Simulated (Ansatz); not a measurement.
# AlH2SF (SMILES [F][AlH][SH]) at r2SCAN/STO-3G

What is the electronic atomisation energy of AlH2SF at r2SCAN/STO-3G? 

The calculation is run with Ansatz 0.2.0.

65 further runs of the same task are left out: 1 that didn't finish, 64 set aside as unsound or not needed.

## (1) The molecule

AlH2SF has 5 atoms, charge 0, and is taken as a singlet. SMILES: `[F][AlH][SH]`. Geometry: relaxed at PBE0-D4/def2-TZVP. This is one conformer, not always the lowest.

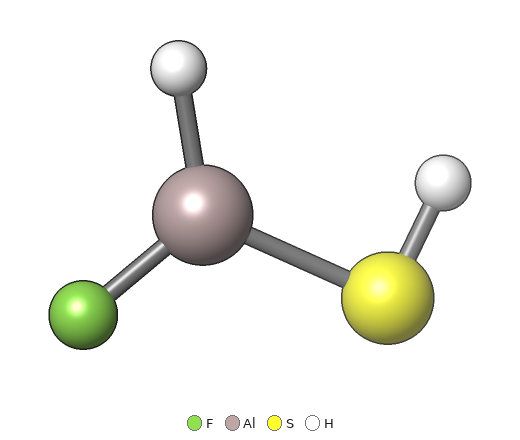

Viewed from a chosen angle; fluorine green, aluminium light grey, sulfur yellow, hydrogen white.

## (2) The energy at r2SCAN/STO-3G

File input.yaml:

```yaml
basis:
  gaussian:
    orbitals: STO-3G
crystal:
  periodic: [false, false, false]
  atoms:
    - {symbol: F, position_ang: [-1.203500, -1.535800, 0.877500]}
    - {symbol: Al, position_ang: [-0.513900, -0.309100, 0.024800]}
    - {symbol: S, position_ang: [1.536100, 0.182600, 0.533500]}
    - {symbol: H, position_ang: [-1.341100, 0.430400, -1.085200]}
    - {symbol: H, position_ang: [1.572300, 1.158200, -0.392100]}
accuracy: high
hamiltonian:
  xc: r2scan
```

Started as:

```bash
$ ansatz run input.yaml --threads 1 --pin off --max-ram 2610MiB --events-out events.jsonl --progress --plain --runs-dir runs
```

Output:

```text
Warning: RAYON_NUM_THREADS=1 ignored (pool sized by the plan → 1); use --threads N
Functional definition: r2SCAN
  name "r2SCAN"
  parameter k0 = 0.174
  parameter k1 = 0.065
  parameter a1 = 4.9479
  exchange = r2scan_x(k0 = k0, k1 = k1, a1 = a1)
  correlation = r2scan_c
454 factors; integrals over basis functions are off by at most 2.9e-8 eV
mean field evaluation 1: about -19940.2503 eV, gradient 2.5e1 eV
mean field evaluation 2: about -19933.8187 eV, gradient 5.6e1 eV
mean field evaluation 4: about -19942.5636 eV, gradient 2.7e0 eV
mean field evaluation 8: about -19942.5374 eV, gradient 2.4e-2 eV
mean field evaluation 16: about -19942.5374 eV, gradient 1.1e-8 eV
mean field -19942.53743460 eV, -732.8747331840 hartree, gradient 1.2e-8 eV, S^2 0.000000; 0 other end points of the search recorded, 0 dependent functions left out
reference -19942.53743496 eV, -732.8747331972 hartree; 20, 20 occupied and 5, 5 virtual orbitals, 454 factors
Total energy: -19942.53743496 eV, -732.8747331972 hartree
```

It took 1 s on 1 thread of AMD EPYC 9R45 (Zen 5), shared host; peak memory 0.17 GiB.

## (3) The Al atom at the same level

File in.yaml:

```yaml
crystal:
  periodic: [false, false, false]
  atoms:
    - symbol: Al
      position_ang: [0.000000, 0.000000, 0.000000]
basis:
  gaussian: {orbitals: STO-3G}
magnetization: {spin_polarized: true, initial_magnetization: 1}
hamiltonian: {xc: {name: r2SCAN}}
accuracy: high
```

Started as:

```bash
$ ansatz run in.yaml --threads 1 --pin off --max-ram 2610MiB --events-out events.jsonl --progress --plain --runs-dir runs
```

Output (excerpt; [...] marks lines left out):

```text
Warning: RAYON_NUM_THREADS=1 ignored (pool sized by the plan → 1); use --threads N
[... 7 set-up lines as earlier in the session ...]
42 factors; integrals over basis functions are off by at most 1.6e-9 eV
mean field evaluation 1: about -6511.1931 eV, gradient 1.3e0 eV
mean field evaluation 2: about -6511.1980 eV, gradient 2.6e-1 eV
mean field evaluation 4: about -6511.1992 eV, gradient 1.5e-2 eV
mean field evaluation 8: about -6511.1992 eV, gradient 6.6e-8 eV
mean field evaluation 16: about -6511.1991 eV, gradient 4.7e-1 eV
mean field -6511.19917330 eV, -239.2821561695 hartree, gradient 6.4e-8 eV, S^2 0.750000; 1 other end points of the search recorded, 0 dependent functions left out
reference -6511.19917384 eV, -239.2821561894 hartree; 7, 6 occupied and 2, 3 virtual orbitals, 42 factors
Total energy: -6511.19917384 eV, -239.2821561894 hartree
```

It took 0.52 s on 1 thread of AMD EPYC 9R45 (Zen 5), shared host.

## (4) The F atom at the same level

File run.yaml:

```yaml
crystal:
  periodic: [false, false, false]
  atoms:
    - {symbol: F, position_ang: [0.000000, 0.000000, 0.000000]}
basis:
  gaussian:
    orbitals: STO-3G
accuracy: high
magnetization:
  spin_polarized: true
  initial_magnetization: 1
hamiltonian:
  xc: r2scan
```

Started as:

```bash
$ ansatz run run.yaml --threads 1 --pin off --max-ram 2610MiB --events-out events.jsonl --progress --plain --runs-dir runs
```

Output (excerpt; [...] marks lines left out):

```text
Warning: RAYON_NUM_THREADS=1 ignored (pool sized by the plan → 1); use --threads N
[... 7 set-up lines as earlier in the session ...]
15 factors; integrals over basis functions are off by at most 1.2e-9 eV
mean field evaluation 1: about -2673.6189 eV, gradient 3.7e-11 eV
mean field evaluation 2: about -2673.6118 eV, gradient 2.3e-10 eV
mean field -2673.61177762 eV, -98.2534205883 hartree, gradient 0.0e0 eV, S^2 0.750000; 0 other end points of the search recorded, 0 dependent functions left out
reference -2673.61177767 eV, -98.2534205903 hartree; 5, 4 occupied and 0, 1 virtual orbitals, 15 factors
Total energy: -2673.61177767 eV, -98.2534205903 hartree
```

It took 0.22 s on 1 thread of AMD EPYC 9R45 (Zen 5), shared host.

## (5) The H atom at the same level

File run.yaml:

```yaml
crystal:
  periodic: [false, false, false]
  atoms:
    - {symbol: H, position_ang: [0.000000, 0.000000, 0.000000]}
basis:
  gaussian:
    orbitals: STO-3G
magnetization:
  spin_polarized: true
  initial_magnetization: 1
hamiltonian:
  xc: {name: r2SCAN}
accuracy: high
```

Started as:

```bash
$ ansatz run run.yaml --threads 1 --pin off --max-ram 2610MiB --events-out events.jsonl --progress --plain --runs-dir runs
```

Output (excerpt; [...] marks lines left out):

```text
Warning: RAYON_NUM_THREADS=1 ignored (pool sized by the plan → 1); use --threads N
[... 7 set-up lines as earlier in the session ...]
1 factors; integrals over basis functions are off by at most 4.6e-10 eV
mean field evaluation 1: about -12.6930 eV, gradient 0.0e0 eV
mean field evaluation 2: about -12.6930 eV, gradient 0.0e0 eV
mean field -12.69300701 eV, -0.4664594041 hartree, gradient 0.0e0 eV, S^2 0.750000; 0 other end points of the search recorded, 0 dependent functions left out
reference -12.69300747 eV, -0.4664594207 hartree; 1, 0 occupied and 0, 1 virtual orbitals, 1 factors
Total energy: -12.69300747 eV, -0.4664594207 hartree
```

Run time: 0.12 s. Hardware: 1 thread of AMD EPYC 9R45 (Zen 5), shared host.

## (6) The S atom, same level

File input.yaml:

```yaml
basis:
  gaussian:
    orbitals: STO-3G
crystal:
  periodic: [false, false, false]
  atoms:
    - {symbol: S, position_ang: [0.000000, 0.000000, 0.000000]}
magnetization:
  spin_polarized: true
  initial_magnetization: 2
hamiltonian:
  xc: {name: r2SCAN}
accuracy: high
```

Run the same way, it converges to -393.65620 Eh (log not shown).

## (7) Outcome

At r2SCAN/STO-3G:

| quantity | value |
| --- | --- |
| molecule: total energy | -732.87473 Eh |
| Al atom: total energy | -239.28216 Eh |
| Al atom: ⟨S²⟩ | 0.750 |
| F atom: total energy | -98.25342 Eh |
| F atom: ⟨S²⟩ | 0.750 |
| H atom: total energy | -0.46646 Eh |
| H atom: ⟨S²⟩ | 0.750 |
| S atom: total energy | -393.65620 Eh |
| S atom: ⟨S²⟩ | 2.000 |
| electronic atomisation energy | 20.409 eV |

In words: Taking the molecule apart into free atoms costs 20.41 eV (1969 kJ/mol), before zero-point energy and without spin-orbit coupling. In a minimal basis such a difference can be off by several eV, whatever the method.
